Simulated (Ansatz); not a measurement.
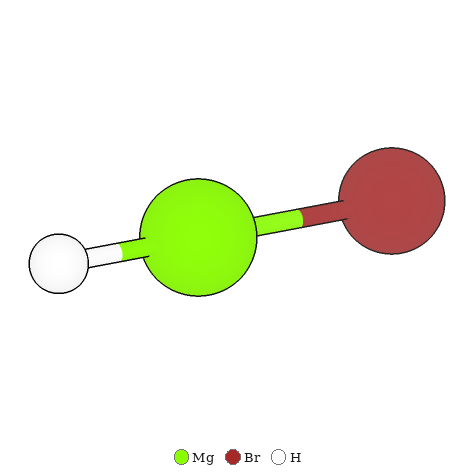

The geometry was computed by an optimisation with PBE0-D4/def2-TZVP. Program: Ansatz 0.2.0.

At this fixed geometry, give vertical IP (eV) at these levels: B2PLYP (frozen core)/def2-TZVPP; B3LYP-D4/def2-TZVPP; CCSD(T)/CBS (from def2-TZVPP and def2-QZVPP); PBE-D4/def2-TZVPP; PBE0-D4/def2-TZVPP; r2SCAN-D4/def2-TZVPP; ωB97M-V/def2-TZVPP; ωB97X-V/def2-TZVPP.

```json
{"level": "B2PLYP (frozen core)/def2-TZVPP", "vertical IP (eV)": "10.50"}
{"level": "B3LYP-D4/def2-TZVPP", "vertical IP (eV)": "10.35"}
{"level": "CCSD(T)/CBS (from def2-TZVPP and def2-QZVPP)", "vertical IP (eV)": "10.86"}
{"level": "PBE-D4/def2-TZVPP", "vertical IP (eV)": "10.04"}
{"level": "PBE0-D4/def2-TZVPP", "vertical IP (eV)": "10.36"}
{"level": "r2SCAN-D4/def2-TZVPP", "vertical IP (eV)": "10.19"}
{"level": "ωB97M-V/def2-TZVPP", "vertical IP (eV)": "10.68"}
{"level": "ωB97X-V/def2-TZVPP", "vertical IP (eV)": "10.77"}
```
